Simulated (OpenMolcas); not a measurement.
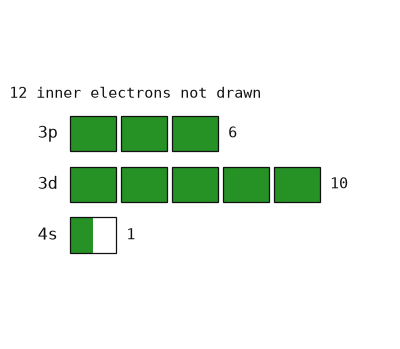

Fig. 1: The outer shells of the leading configuration of the lowest level: a box for each of the 2l + 1 orbitals, shaded by the share of the shell that is filled, with the electron count at the right.

# Run report: Ge³⁺, multiconfigurational calculation

Ge³⁺. Computed at this level: state-averaged SS-CASPT2, IPEA shift 0.6, imaginary shift 0.25 hartree, closed shells 3d correlated, active space 1 electron in the shells 4s 4p, basis ANO-R1, X2C scalar Hamiltonian, spin-orbit coupling by RASSI with atomic mean-field integrals (OpenMolcas).

### Results in brief

- outcome: converged
- lowest level: 4s ²S₁/₂
- first excited level: 4p ²P°₁/₂, 76,710 cm⁻¹ (measured: 81,311)
- energy of the lowest spin-free term: −2095.43143 hartree
- energy of the lowest spin-orbit level: −2095.43143 hartree
- CASPT2 correlation energy: −0.3493 hartree
- largest spread among components of a term: 0.0 cm⁻¹
- lowest reference weight: 0.972
- hardware: 1 thread of Intel Xeon (Sapphire Rapids), 64 GiB of memory available, shared host
- wall time: 0.68 s

### Remarks

The run is of multi-state type; this report uses its single-state energies. Limits: small basis contracted for the neutral atom, rough for a high charge.

### The input
```
&GATEWAY
Coord
1

Ge 0.0 0.0 0.0
Basis=ANO-R1
Group=XYZ
NoMove
AngMom=0.0 0.0 0.0
AMFI
&SEWARD
&RASSCF
FileOrb=start.orb
Symmetry=1
Spin=2
nActEl=1 0 0
Inactive=8 6
Ras2=1 3
CIRoot=1 1 1
SDav=1
CIMx=300
Iter=120 100
PrWF=0.3
OrbListing=Nothing
MaxOrb=0
Atom
>>> COPY $Project.JobIph JOB001
&RASSCF
FileOrb=start.orb
Symmetry=2
Spin=2
nActEl=1 0 0
Inactive=8 6
Ras2=1 3
CIRoot=3 3 1
SDav=3
CIMx=300
Iter=120 100
PrWF=0.3
OrbListing=Nothing
MaxOrb=0
Atom
>>> COPY $Project.JobIph JOB002
&RASSI
NrOfJobIphs=2 1 3
1
1 2 3
IphNames
JOB001
JOB002
EJob
SpinOrbit
DIPRint=1.0
SOCoupling=1000.0
Subsets=2
MEES
Property=10
'ANGMOM' 1 'ANGMOM' 2 'ANGMOM' 3 'MLTPL  1' 1 'MLTPL  1' 2 'MLTPL  1' 3
'AMFI' 1 'AMFI' 2 'AMFI' 3 'MLTPL  2' 6
SOProperty=3
'ANGMOM' 1 'ANGMOM' 2 'ANGMOM' 3
>>> COPY JOB001 $Project.JobIph
&CASPT2
Multistate=1 1
Frozen=3 6
IPEA=0.6
Imaginary=0.25
MaxIter=60
WThr=0.0 0.3 0.05
PrWF=0.5
NoMix
>>> COPY JOB002 $Project.JobIph
&CASPT2
Multistate=3 1 2 3
Frozen=3 6
IPEA=0.6
Imaginary=0.25
MaxIter=60
WThr=0.0 0.3 0.05
PrWF=0.5
NoMix
```

The file start.orb holds starting orbitals from an earlier step. A driver script formed the levels outside the program, from RASSI's spin-orbit matrix and the CASPT2 energies (for multi-state variants, the effective Hamiltonian), averaged over the components of each term or state. The log and the time are those of the CASPT2 step.

Command:
```bash
OMP_NUM_THREADS=1 MOLCAS_MEM=2252 MOLCAS_PROJECT=a pymolcas a.inp > a.log  # once for each step of the input, in one work folder
```

### The program's output (extracts)
```
--- CASPT2 ---
Orbital specifications:
      -----------------------

      Symmetry species                           1   2
                                                ag  au
      Frozen orbitals                            3   6
      Inactive orbitals                          5   0
      Active orbitals                            1   3
      Secondary orbitals                        11  10
      Deleted orbitals                           0   0
      Number of basis functions                 20  19
Type of calculation                        SS-CASPT2
      Fock operator                              state-specific
      IPEA shift                                 0.60
      Real shift                                 0.00
      Imaginary shift                            0.25
      The input orbitals will be transformed to quasi-canonical
Reference energy:       -2095.0821085049
      E2 (Non-variational):      -0.3491460210
      Shift correction:          -0.0001742241
      E2 (Variational):          -0.3493202451
      Total energy:           -2095.4314287499
      Residual norm:              0.0000000873
      Reference weight:           0.97177
      Contributions to the CASPT2 correlation energy
      Active & Virtual Only:         -0.0000000000
      One Inactive Excited:          -0.0158108068
      Two Inactive Excited:          -0.3333352142
::    CASPT2 Root  1     Total energy:  -2095.43142875
--- CASPT2 ---
Orbital specifications:
      -----------------------

      Symmetry species                           1   2
                                                ag  au
      Frozen orbitals                            3   6
      Inactive orbitals                          5   0
      Active orbitals                            1   3
      Secondary orbitals                        11  10
      Deleted orbitals                           0   0
      Number of basis functions                 20  19
Type of calculation                        MS-CASPT2
      Fock operator                              state-specific
      IPEA shift                                 0.60
      Real shift                                 0.00
      Imaginary shift                            0.25
      The input orbitals will be transformed to quasi-canonical
Reference energy:       -2094.7255338382
      E2 (Non-variational):      -0.3480431741
      Shift correction:          -0.0001794300
      E2 (Variational):          -0.3482226040
      Total energy:           -2095.0737564422
      Residual norm:              0.0000004792
      Reference weight:           0.97179
      Contributions to the CASPT2 correlation energy
      Active & Virtual Only:         -0.0000000000
      One Inactive Excited:          -0.0149789398
      Two Inactive Excited:          -0.3330642343
Reference energy:       -2094.7255338382
      E2 (Non-variational):      -0.3480431741
      Shift correction:          -0.0001794300
      E2 (Variational):          -0.3482226040
      Total energy:           -2095.0737564422
      Residual norm:              0.0000004792
      Reference weight:           0.97179
      Contributions to the CASPT2 correlation energy
      Active & Virtual Only:         -0.0000000000
      One Inactive Excited:          -0.0149789398
      Two Inactive Excited:          -0.3330642343
::    CASPT2 Root  1     Total energy:  -2095.07375644
::    CASPT2 Root  2     Total energy:  -2095.07375644
::    CASPT2 Root  3     Total energy:  -2095.07375644
::    MS-CASPT2 Root  1     Total energy:  -2095.07375644
::    MS-CASPT2 Root  2     Total energy:  -2095.07375644
::    MS-CASPT2 Root  3     Total energy:  -2095.07375644
```

### Spin-orbit levels, grouped by J and assigned

| Configuration | Level | E (cm⁻¹) | LS purity (%) | Landé g |
| --- | --- | --- | --- | --- |
| 4s | ²S₁/₂ | 0 | 100 | 2.002 |
| 4p | ²P°₁/₂ | 76,710 | 100 | 0.666 |
| 4p | ²P°₃/₂ | 79,400 | 100 | 1.334 |

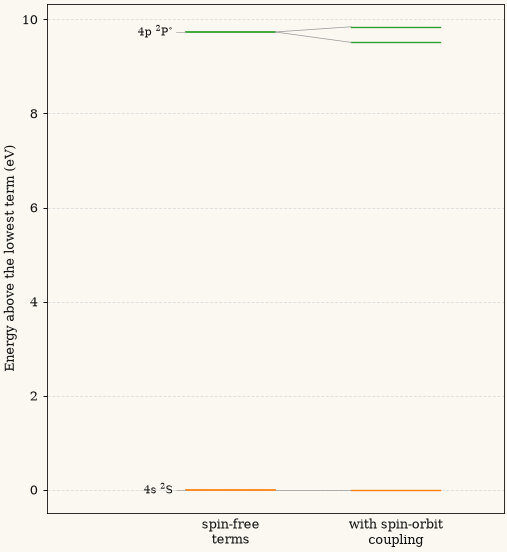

Fig. 2: Terms of Ge IV (Ge³⁺) without and with spin-orbit coupling; the J values are left off. 4s ²S (at 0) gives the one level J = 1/2; 4p ²P° (at 9.73 eV) splits over 0.333 eV into J = 1/2, 3/2 from the bottom up (normal). The ground level lies 0 below the lowest term.
